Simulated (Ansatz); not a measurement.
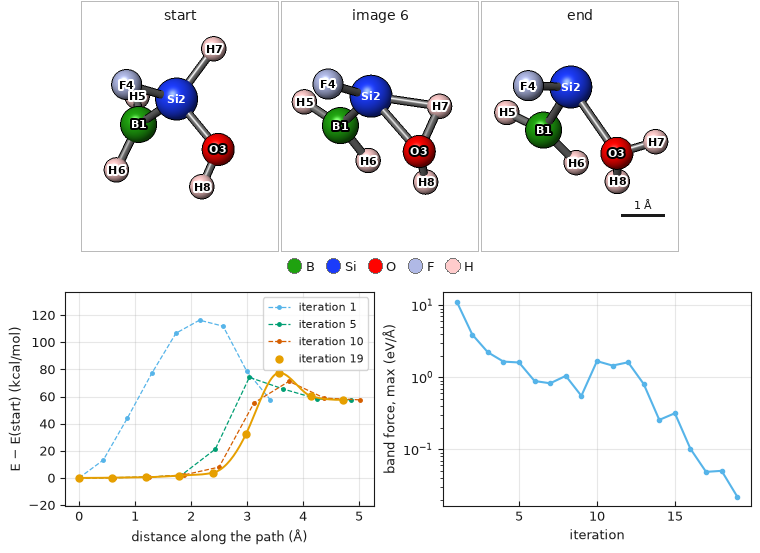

A nudged-elastic-band calculation for BSiH$_{4}$OF. Images are numbered from 0 (start) to 8 (end). The plot follows the band through its iterations. Style: ball-and-stick. Shown from a free direction.

Theory: Ansatz 0.2.0, RKS PBE0-D4/6-31G*. Settings: 7 movable images; climbing image; force threshold 0.03 eV/Å; iteration limit 60; starting path through a guess of the saddle point.

Did the band converge, and can the barrier be trusted?

The result is final at these settings. The band converged in 19 iterations. The largest component of the band force went from 11 to 0.022 eV/Å. The climbing image converged on the top of the path. Its vibrational analysis gives one imaginary mode (1522i cm⁻¹), as a transition state must have. The first iteration put the highest image at 116.3 kcal/mol. Forward barrier 77.5 kcal/mol, backward barrier 20.0 kcal/mol, with image 6 at the top; the reaction energy is +57.5 kcal/mol.
